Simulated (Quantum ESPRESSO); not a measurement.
# Energy and gap at +3 % biaxial strain: 1T-PtSTe, 1 layer

**Set-up.** Quantum ESPRESSO 7.5 driven by ASE, PBE, GBRV ultrasoft, ESM (bc1); atomic heights clamped; cell area 12.576 Å² at zero strain.

| strain (%) | energy (meV a cell) | gap on the mesh (eV) |
| --- | --- | --- |
| −3 | 140.55 | 0.875 |
| −1.5 | 39.31 | 0.903 |
| 0 | 0.00 | 0.894 |
| +1.5 | 15.05 | 0.882 |

To predict: What are energy and gap at +3 %, and how stiff is the sheet?

**Fit.** About zero, E'' = (39.31 + 15.05 − 2 × 0.00)/1.5² = 24.16 meV per %² and E' = (15.05 − 39.31)/3 = −8.09 meV per %. With E = A K ε², where K = (C11 + C22)/2 + C12 (C11 + C12 for a hexagonal sheet), K = 24.16 × 10/(2 × 12.576) × 16.02 = 154 N/m. The parabola gives E(+3 %) = 0.00 + 3 × (−8.09) + 4.5 × 24.16 = 84.5 meV. Continuing the last slope, the gap is 2 × 0.882 − 0.894 = 0.870 eV.

What the calculation gave: E = 77.8 meV and the gap 0.865 eV. The parabola misses by +6.7 meV, too high, since bonds soften under tension. The gap's line misses by +0.005 eV.

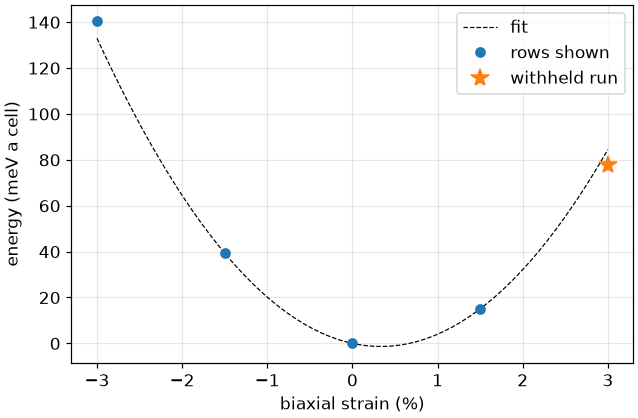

The rows shown, the fit and the withheld run.

**Limits.** Clamped heights stiffen sheets with several planes. Semilocal gap, no spin-orbit coupling.
